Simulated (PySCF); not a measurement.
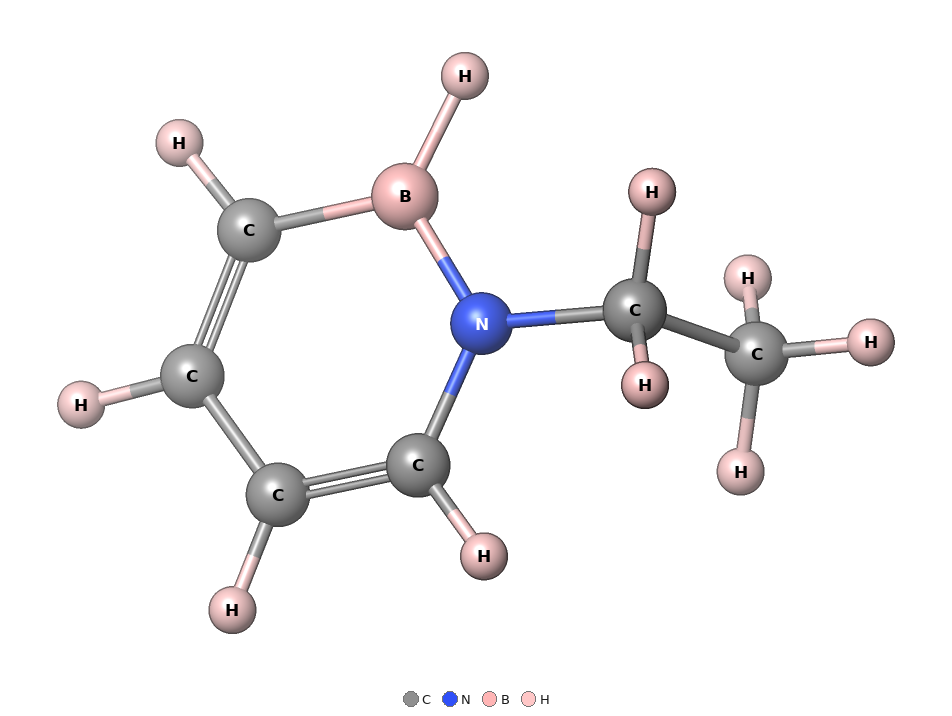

Orthographic view. Distant atoms are faded towards the background colour. Computed geometry: GFN2-xTB optimisation. No frequency run is at hand to confirm it as a minimum.

> Write the InChI string.

InChI=1S/C6H10BN/c1-2-8-6-4-3-5-7-8/h3-7H,2H2,1H3
